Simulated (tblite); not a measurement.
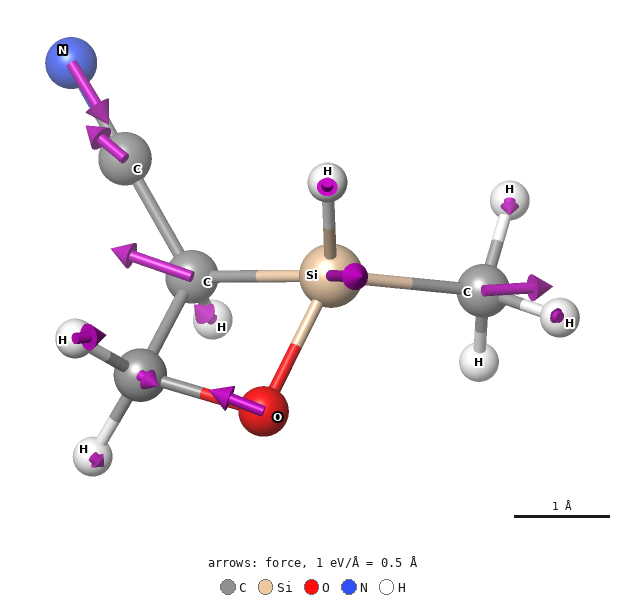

Starting geometry of C₄H₇NOSi with the computed forces as purple arrows. Style: ball-and-stick. Shown at a tilt.

Theory: tblite 0.8.0, GFN2-xTB geometry optimisation, gas phase. 

> What follows when this structure is relaxed?

It isn't relaxed: the largest force vector, on the Si atom, is 2.15 eV/Å. The final displacements have little in common with the starting forces (cosine between the two patterns 0.19). The largest move after the best rigid fit is that of the N atom, 0.41 Å. By element the largest moves are N 0.41 Å, H 0.39 Å, O 0.30 Å, C 0.24 Å, Si 0.14 Å. Near-neighbour distances that change, for instance: C–Si 1.844 → 1.939 Å, C–Si 1.829 → 1.888 Å, C–O 1.473 → 1.429 Å, H–Si 1.490 → 1.459 Å. Bond angles that change, for instance: Si–O–C 92.3° → 97.5°, C–C–H 113.9° → 110.1°, H–C–H 105.9° → 109.6°. After 59 geometry steps the energy has fallen by 33.8 kJ/mol. The run took 0.34 s on 1 thread of Arm Neoverse V1, on a shared host.
